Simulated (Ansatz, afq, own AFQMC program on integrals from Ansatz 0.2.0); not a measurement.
**BH3Cl (doublet): quantum Monte Carlo beside coupled cluster at distance B1–H4 along a hydrogen transfer = 1.415 Å, cc-pVTZ**

Aim: compute BH3Cl (doublet) with auxiliary-field quantum Monte Carlo on the same integrals as coupled cluster, and set the energies side by side.

Method: cc-pVTZ, frozen cores; program: Ansatz 0.2.0, Gaussian basis, and an in-house AFQMC program (afq) on its integrals; all values are calculated.

To be run: PBE (unrestricted); r2SCAN (unrestricted); PBE0 (unrestricted); CCSD(T) on UHF; B3LYP (unrestricted); wB97M-V (unrestricted); B2PLYP (unrestricted); Phaseless AFQMC, CISD trial on UHF.

## 1. The geometry

The geometry derives from fragments relaxed apart (PBE0/def2-TZVP) and kept rigid, so it is no stationary point. A hydrogen atom is moved between rigid fragments.

5 atoms, charge 0, spin multiplicity 2.

Atoms are counted from 1 here; the program's logs count them from 0.

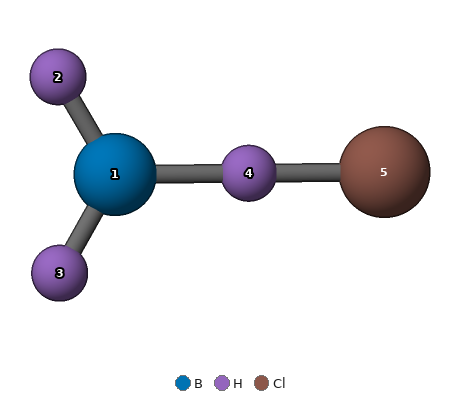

The geometry (boron blue, hydrogen purple, chlorine brown); atoms are numbered from 1 in the order of the file.

## 2. PBE (unrestricted)

Contents of in.yaml:

```yaml
crystal:
  periodic: [false, false, false]
  atoms:
    - {symbol: B, position_ang: [-2.057428, 0.000000, 0.000000]}
    - {symbol: H, position_ang: [-2.654162, 1.033571, 0.000000]}
    - {symbol: H, position_ang: [-2.654162, -1.033571, 0.000000]}
    - {symbol: H, position_ang: [-0.642428, 0.000000, 0.000000]}
    - {symbol: Cl, position_ang: [0.796572, 0.000000, 0.000000]}
basis:
  gaussian: {orbitals: cc-pVTZ}
magnetization: {spin_polarized: true, initial_magnetization: 1}
hamiltonian: {xc: {name: PBE}}
output: {orbitals: {seedname: orbitals}}
```

Started as:

```bash
$ ansatz run in.yaml --threads 1 --pin off --events-out ev --progress --plain --max-ram 8192MiB --backend cpu
```

The log of the run:

```text
Functional definition: PBE
  name "PBE"
  cite "Perdew, Burke & Ernzerhof, Phys. Rev. Lett. 77, 3865 (1996) doi:10.1103/PhysRevLett.77.3865"
  parent pbe
  parameter kappa = 0.804
  parameter beta = 0.06672455060314922
  exchange = pbe_x(kappa = kappa, mu = beta*pi^2/3)
  correlation = pbe_c(beta = beta)
665 factors; their error is unknown
mean field evaluation 1: about -13237.9200 eV, gradient 1.3e1 eV
mean field evaluation 2: about -13237.9830 eV, gradient 1.3e1 eV
mean field evaluation 4: about -13239.1449 eV, gradient 1.0e0 eV
mean field evaluation 8: about -13239.1497 eV, gradient 2.0e-2 eV
mean field evaluation 16: about -13239.1287 eV, gradient 4.6e-5 eV
mean field -13239.12872966 eV, -486.5290070112 hartree, gradient 4.6e-5 eV, S^2 0.752800; 0 other end points of the search recorded, 0 dependent functions left out
reference -13239.12876455 eV, -486.5290082935 hartree; 13, 12 occupied and 93, 94 virtual orbitals, 665 factors
Total energy: -13239.12876455 eV, -486.5290082935 hartree
```

It took 1.5 s on 1 thread of AMD EPYC 7R13 (Zen 3), shared host; peak memory 1.9 GiB.

From the report: ⟨S²⟩ of the determinant 0.753 (pure doublet: 0.75).

## 3. r2SCAN (unrestricted)

in.yaml, as its differences from that of step 2:

```diff
@@ -11,3 +11,2 @@
 magnetization: {spin_polarized: true, initial_magnetization: 1}
-hamiltonian: {xc: {name: PBE}}
-output: {orbitals: {seedname: orbitals}}
+hamiltonian: {xc: {name: r2SCAN}}
```

Same command.

The log of the run:

```text
Functional definition: r2SCAN
  name "r2SCAN"
  cite "Furness, Kaplan, Ning, Perdew & Sun, J. Phys. Chem. Lett. 11, 8208 (2020) doi:10.1021/acs.jpclett.0c02405"
  cite "Furness, Kaplan, Ning, Perdew & Sun, J. Phys. Chem. Lett. 11, 9248 (2020) doi:10.1021/acs.jpclett.0c03077"
  parent r2scan
  parameter k0 = 0.174
  parameter k1 = 0.065
  parameter a1 = 4.9479
  exchange = r2scan_x(k0 = k0, k1 = k1, a1 = a1)
  correlation = r2scan_c
665 factors; their error is unknown
mean field evaluation 1: about -13243.4472 eV, gradient 1.1e1 eV
mean field evaluation 2: about -13243.7627 eV, gradient 8.6e0 eV
mean field evaluation 4: about -13244.2701 eV, gradient 8.4e-1 eV
mean field evaluation 8: about -13244.2531 eV, gradient 2.4e-1 eV
mean field evaluation 16: about -13244.2533 eV, gradient 8.3e-5 eV
mean field -13244.25330057 eV, -486.7173315186 hartree, gradient 8.3e-5 eV, S^2 0.756059; 0 other end points of the search recorded, 0 dependent functions left out
reference -13244.25331196 eV, -486.7173319373 hartree; 13, 12 occupied and 93, 94 virtual orbitals, 665 factors
Total energy: -13244.25331196 eV, -486.7173319373 hartree
```

Wall time 3.3 s (1 thread of AMD EPYC 7R13 (Zen 3), shared host); peak memory 1.9 GiB.

From the report: ⟨S²⟩ of the determinant 0.756 (pure doublet: 0.75).

## 4. PBE0 (unrestricted)

in.yaml, as its differences from that of step 3:

```diff
@@ -11,2 +11,3 @@
 magnetization: {spin_polarized: true, initial_magnetization: 1}
-hamiltonian: {xc: {name: r2SCAN}}
+hamiltonian: {xc: {name: PBE0}}
+output: {orbitals: {seedname: orbitals}}
```

Same command.

The log of the run:

```text
Functional definition: PBE0
  name "PBE0"
  cite "Adamo & Barone, J. Chem. Phys. 110, 6158 (1999) doi:10.1063/1.478522"
  cite "Perdew, Burke & Ernzerhof, Phys. Rev. Lett. 77, 3865 (1996) doi:10.1103/PhysRevLett.77.3865"
  parent pbe
  parameter a = 0.25
  parameter kappa = 0.804
  parameter beta = 0.06672455060314922
  exchange = (1 - a)*pbe_x(kappa = kappa, mu = beta*pi^2/3) + a*exact_x
  correlation = pbe_c(beta = beta)
691 factors; their error is unknown
mean field evaluation 1: about -13239.8534 eV, gradient 8.3e0 eV
mean field evaluation 2: about -13240.2018 eV, gradient 4.5e0 eV
mean field evaluation 4: about -13240.3076 eV, gradient 3.9e-1 eV
mean field evaluation 8: about -13240.3778 eV, gradient 2.3e-1 eV
mean field evaluation 16: about -13240.3779 eV, gradient 2.0e-5 eV
mean field -13240.37789957 eV, -486.5749131587 hartree, gradient 2.0e-5 eV, S^2 0.755742; 0 other end points of the search recorded, 0 dependent functions left out
reference -13240.37792582 eV, -486.5749141235 hartree; 13, 12 occupied and 93, 94 virtual orbitals, 691 factors
Total energy: -13240.37792582 eV, -486.5749141235 hartree
```

Run time: 1.9 s. Hardware: 1 thread of AMD EPYC 7R13 (Zen 3), shared host; peak memory 1.9 GiB.

From the report: ⟨S²⟩ of the determinant 0.756 (pure doublet: 0.75).

## 5. CCSD(T) on UHF

in.yaml, as its differences from that of step 4:

```diff
@@ -11,3 +11,2 @@
 magnetization: {spin_polarized: true, initial_magnetization: 1}
-hamiltonian: {xc: {name: PBE0}}
-output: {orbitals: {seedname: orbitals}}
+correlation: {method: ccsd_t, electrons: outside_noble_gas, hamiltonian_folder: ham}
```

Started as:

```bash
$ ansatz run in.yaml --threads 1 --pin off --events-out ev --progress --plain --max-ram 24576MiB --backend cuda --devices 0, --max-vram 18GiB
```

The log of the run, shortened:

```text
Functional definition: HF
  name "HF"
  cite "Fock, Z. Phys. 61, 126 (1930) doi:10.1007/BF01340294"
  parent pbe
[...]
600 factors; integrals over basis functions are off by at most 1.3e-3 eV
[...]
mean field -13220.74933110 eV, -485.8535765721 hartree, gradient 4.5e-6 eV, S^2 0.776089; 2 other end points of the search recorded, 0 dependent functions left out
determinant -13220.74933110 eV, -485.8535765721 hartree, with singles and doubles -13229.99308450 eV, -486.1932782441 hartree
determinant -13217.88895668 eV, -485.7484597510 hartree, with singles and doubles -13227.09792919 eV, -486.0868832487 hartree
determinant -13217.85559164 eV, -485.7472336086 hartree, with singles and doubles -13227.06283932 eV, -486.0855937197 hartree
6 core orbitals not correlated: weight in the atoms' cores, before any rotation towards them, 1.000 or more for the frozen orbitals, at most 0.000 for the correlated occupied ones
reference -13220.74933110 eV, -485.8535765721 hartree; 7, 6 occupied and 93, 94 virtual orbitals, 600 factors
second order -8.09122360 eV of doubles, -0.00000000 eV of singles
cycle   1  -9.12803059 eV  change   -4.2e-1 eV  update   1.7e-2
[...]
cycle   9  -9.13993337 eV  change    1.9e-6 eV  update   6.2e-6
perturbative correction -0.31287798 eV, -0.0114980536 hartree
Total energy: -13230.20214245 eV, -486.2009609818 hartree
```

Run time: 7 s. Hardware: 1 × NVIDIA H100 80GB HBM3 with 1 thread of AMD EPYC 7R13 (Zen 3), shared host; peak host memory 1.9 GiB.

From the report: ⟨S²⟩ of the determinant 0.776 (pure doublet: 0.75); correlation -9.4528 eV; T1 0.012; largest double amplitude 0.04.

This run also writes the integrals to the folder ham.

## 6. B3LYP (unrestricted)

in.yaml, as its differences from that of step 5:

```diff
@@ -11,2 +11,2 @@
 magnetization: {spin_polarized: true, initial_magnetization: 1}
-correlation: {method: ccsd_t, electrons: outside_noble_gas, hamiltonian_folder: ham}
+hamiltonian: {xc: {name: B3LYP}}
```

Started as:

```bash
$ ansatz run in.yaml --threads 1 --pin off --events-out ev --progress --plain --max-ram 8192MiB --backend cpu
```

The log of the run, shortened:

```text
Functional definition: B3LYP
  name "B3LYP"
  cite "Stephens, Devlin, Chabalowski & Frisch, J. Phys. Chem. 98, 11623 (1994) doi:10.1021/j100096a001"
  cite "Becke, Phys. Rev. A 38, 3098 (1988) doi:10.1103/PhysRevA.38.3098"
  cite "Lee, Yang & Parr, Phys. Rev. B 37, 785 (1988) doi:10.1103/PhysRevB.37.785"
  cite "Vosko, Wilk & Nusair, Can. J. Phys. 58, 1200 (1980) doi:10.1139/p80-159"
[...]
680 factors; their error is unknown
[...]
mean field -13246.42523469 eV, -486.7971486252 hartree, gradient 2.2e-5 eV, S^2 0.754416; 0 other end points of the search recorded, 0 dependent functions left out
reference -13246.42545915 eV, -486.7971568739 hartree; 13, 12 occupied and 93, 94 virtual orbitals, 680 factors
Total energy: -13246.42545915 eV, -486.7971568739 hartree
```

Wall time 1.9 s (1 thread of AMD EPYC 7R13 (Zen 3), shared host); peak memory 1.9 GiB.

From the report: ⟨S²⟩ of the determinant 0.754 (pure doublet: 0.75).

## 7. wB97M-V (unrestricted)

in.yaml, as its differences from that of step 6:

```diff
@@ -11,2 +11,3 @@
 magnetization: {spin_polarized: true, initial_magnetization: 1}
-hamiltonian: {xc: {name: B3LYP}}
+hamiltonian: {xc: {name: wB97M-V}}
+output: {orbitals: {seedname: orbitals}}
```

The command is unchanged.

The log of the run, shortened:

```text
Functional definition: wB97M-V
  name "wB97M-V"
  cite "Mardirossian & Head-Gordon, J. Chem. Phys. 144, 214110 (2016) doi:10.1063/1.4952647"
  cite "Becke, J. Chem. Phys. 107, 8554 (1997) doi:10.1063/1.475007"
  cite "Vydrov & Van Voorhis, J. Chem. Phys. 133, 244103 (2010) doi:10.1063/1.3521275"
  # Of w^i u^j: cxij and so on, Table III.
[...]
  gx(w, u) = 1 - cx + cx01*u + cx10*w
  gss(w, u) = css00 + css04*u^4 + css10*w + css20*w^2 + css43*w^4*u^3
  gos(w, u) = cos00 + cos10*w + (cos20 + cos21*u)*w^2 + (cos60 + cos61*u)*w^6
[...]
      + integral(e_c_pw_mod_opposite_spin*gos(b97_w_opposite, b97_u_opposite)) + vv10(b, c)
668 factors; their error is unknown
141 factors; integrals over basis functions are off by at most 6.7e-5 eV
[...]
mean field -13244.12226692 eV, -486.7125161210 hartree, gradient 3.6e-5 eV, S^2 0.753782; 0 other end points of the search recorded, 0 dependent functions left out
reference -13244.12230620 eV, -486.7125175643 hartree; 13, 12 occupied and 93, 94 virtual orbitals, 668 factors
Total energy: -13244.12230620 eV, -486.7125175643 hartree
```

Wall time 6.5 s (1 thread of AMD EPYC 7R13 (Zen 3), shared host); peak memory 1.9 GiB.

From the report: ⟨S²⟩ of the determinant 0.754 (pure doublet: 0.75).

## 8. B2PLYP (unrestricted)

in.yaml, as its differences from that of step 7:

```diff
@@ -11,3 +11,3 @@
 magnetization: {spin_polarized: true, initial_magnetization: 1}
-hamiltonian: {xc: {name: wB97M-V}}
-output: {orbitals: {seedname: orbitals}}
+hamiltonian: {xc: {name: B2PLYP}}
+correlation: {electrons: outside_noble_gas}
```

Launched as before.

The log of the run, shortened:

```text
Functional definition: B2PLYP
  name "B2PLYP"
  cite "Grimme, J. Chem. Phys. 124, 034108 (2006) doi:10.1063/1.2148954"
  cite "Becke, Phys. Rev. A 38, 3098 (1988) doi:10.1103/PhysRevA.38.3098"
  cite "Lee, Yang & Parr, Phys. Rev. B 37, 785 (1988) doi:10.1103/PhysRevB.37.785"
[...]
600 factors; integrals over basis functions are off by at most 1.3e-3 eV
[...]
mean field -13238.55735776 eV, -486.5080094811 hartree, gradient 5.0e-6 eV, S^2 0.760978; 0 other end points of the search recorded, 0 dependent functions left out
6 core orbitals not correlated: weight in the atoms' cores, before any rotation towards them, 1.000 or more for the frozen orbitals, at most 0.000 for the correlated occupied ones
reference -13238.55750031 eV, -486.5080147199 hartree; 7, 6 occupied and 93, 94 virtual orbitals, 600 factors
second order -9.88722102 eV of doubles, -0.00000000 eV of singles
Total energy: -13241.22704999 eV, -486.6061188610 hartree
```

Wall time 2.7 s (1 thread of AMD EPYC 7R13 (Zen 3), shared host); peak memory 1.9 GiB.

From the report: ⟨S²⟩ of the determinant 0.761 (pure doublet: 0.75).

## 9. Phaseless AFQMC, CISD trial on UHF

It reads the integrals that the CCSD(T) run on this determinant wrote.

Started as:

```bash
$ afq ham --method phaseless --trial cisd --walkers 900 --populations 20 --least-time 60 --time-step 0.005 --steps-per-block 50 --equilibration-blocks 28 --max-blocks 4000 --target-error 0.00021 --factor-cut 1e-05 --start spin_pure --seed 7374 --release-times 0.24,0.51,0.99,1.62,2.4 --release-step 0.03 --release-every 3 --taylor-order 6
```

The log of the run:

```text
orbitals 100  electrons 7 6  factors 592 of 600
reference energy -485.85357657 Eh
CCSD correlation -0.33588636 Eh in 11 cycles, weight of the determinant in the CISD state 0.8706
energy of the start -486.188065 Eh
 block  time / (1/Eh)  mean weight  energy / Eh
     1     0.250  0.9999  -486.183875
     2     0.500  0.9989  -486.188221
     3     0.750  0.9996  -486.192407
     4     1.000  0.9999  -486.195580
     5     1.250  0.9992  -486.197875
     6     1.500  1.0002  -486.199487
     7     1.750  1.0003  -486.200511
     8     2.000  0.9996  -486.200777
     9     2.250  0.9997  -486.201531
    10     2.500  0.9990  -486.201519
    13     3.250  0.9995  -486.200787
    16     4.000  1.0000  -486.199187
    19     4.750  1.0003  -486.201176
    22     5.500  1.0001  -486.204677
    25     6.250  1.0001  -486.203671
    28     7.000  0.9996  -486.203333
    31     7.750  0.9998  -486.201740
    34     8.500  1.0005  -486.201518
    37     9.250  0.9997  -486.203156
    40    10.000  0.9998  -486.201893
    43    10.750  0.9991  -486.202775
    46    11.500  1.0014  -486.201580
    49    12.250  0.9992  -486.203145
    52    13.000  0.9999  -486.202299
    55    13.750  0.9992  -486.202741
    58    14.500  1.0001  -486.199658
    61    15.250  1.0006  -486.201171
    64    16.000  0.9989  -486.202548
    67    16.750  0.9997  -486.204274
    70    17.500  0.9998  -486.201243
    73    18.250  1.0008  -486.202231
    76    19.000  0.9996  -486.201960
    79    19.750  0.9991  -486.203136
    82    20.500  0.9999  -486.202831
    85    21.250  0.9997  -486.202124
    88    22.000  1.0001  -486.200225
    91    22.750  0.9993  -486.200807
    94    23.500  0.9994  -486.202257
    97    24.250  0.9999  -486.205037
   100    25.000  1.0001  -486.202961
   103    25.750  1.0003  -486.201844
   106    26.500  0.9998  -486.202346
   109    27.250  1.0004  -486.202399
   112    28.000  0.9997  -486.201053
   115    28.750  1.0001  -486.201602
   118    29.500  0.9992  -486.203322
   121    30.250  1.0016  -486.199874
   124    31.000  0.9990  -486.202236
   127    31.750  0.9998  -486.201873
   130    32.500  1.0004  -486.202238
   133    33.250  0.9999  -486.203107
   136    34.000  0.9991  -486.201289
   139    34.750  1.0003  -486.202255
   142    35.500  1.0013  -486.201996
   145    36.250  1.0000  -486.201404
   148    37.000  0.9998  -486.202538
error from the spread of 20 populations
released: time / (1/Eh)  energy / Eh  error  mean overlap
  0.24  -486.202362  0.000147  0.9937
  0.51  -486.202570  0.000137  0.9868
  0.99  -486.202526  0.000176  0.9832
  1.62  -486.202586  0.000271  0.9840
  2.40  -486.202784  0.000251  0.9645
energy -486.202101 +/- 0.000197 Eh
```

It took 96 s on 1 × NVIDIA H100 80GB HBM3 with 2 threads of AMD EPYC 7R13 (Zen 3), shared host; peak host memory 1.9 GiB.

Energy -13230.2332 ± 0.0054 eV. Caveats: constraint bias not in the error.

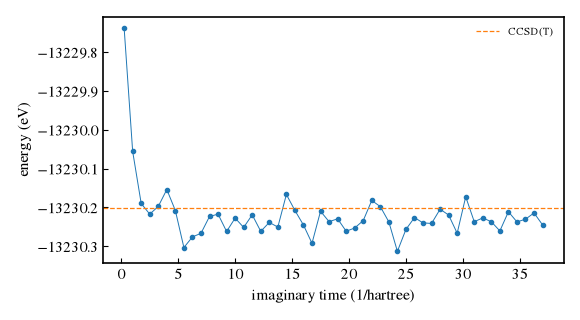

Block energies along the walk.

## 10. All levels side by side

On the UHF determinant, counted from CCSD(T) (a yardstick, not exact):

```tsv
level	energy (eV)	from CCSD(T) (kcal/mol)	statistical error (kcal/mol)	time
HF	-13220.7493	+217.99		
MP2	-13228.8406	+31.40		
CCSD	-13229.8893	+7.22		
CCSD(T)	-13230.2021	0.00		
Phaseless AFQMC, CISD trial, step 0.005, 900 walkers	-13230.2332	-0.72	0.12	96 s
```

The functionals' totals stand on their own zeros and serve differences with other points: PBE -13239.129 eV; r2SCAN -13244.253 eV; PBE0 -13240.378 eV; B3LYP -13246.425 eV; wB97M-V -13244.122 eV; B2PLYP -13241.227 eV.

## 11. Summary of results

```
                                       quantity                  value
Phaseless AFQMC, CISD trial on UHF from CCSD(T)  -0.72 ± 0.12 kcal/mol
```

On UHF the phaseless walk with the CISD trial lies -0.72 kcal/mol from CCSD(T), 6 times its error bar. Error bars are statistical and leave out the constraint, the time step and what remains of the start.
